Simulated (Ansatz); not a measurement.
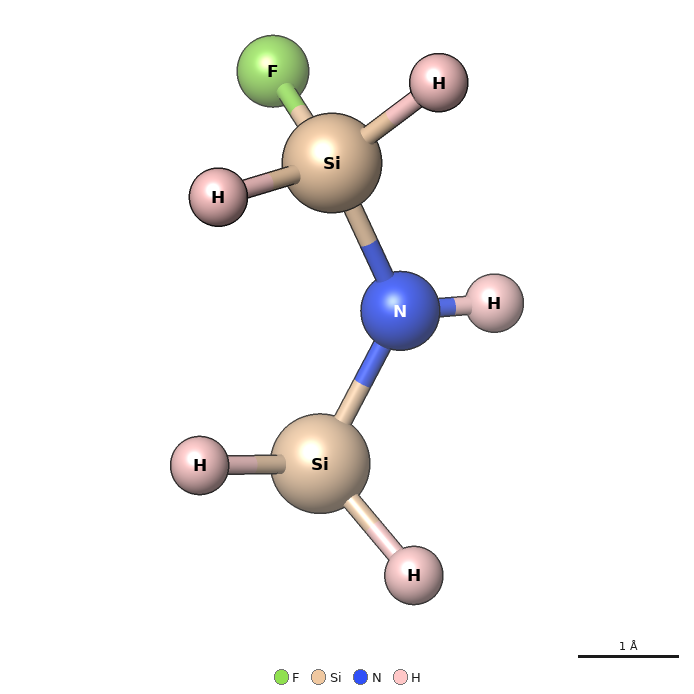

Distant atoms are faded towards the background colour. State: neutral, doublet. Computed geometry: PBE-D4/def2-SVP optimisation. No frequency run is at hand to confirm it as a minimum. Masses are those of the most abundant isotopes; constants are for the rigid equilibrium geometry.

> What kind of rotor is it, and what are its rotational constants in cm⁻¹?

An asymmetric top (C1): A = 0.393, B = 0.0671, C = 0.0632 cm⁻¹. Ray's parameter κ is −0.98, close to the prolate limit.
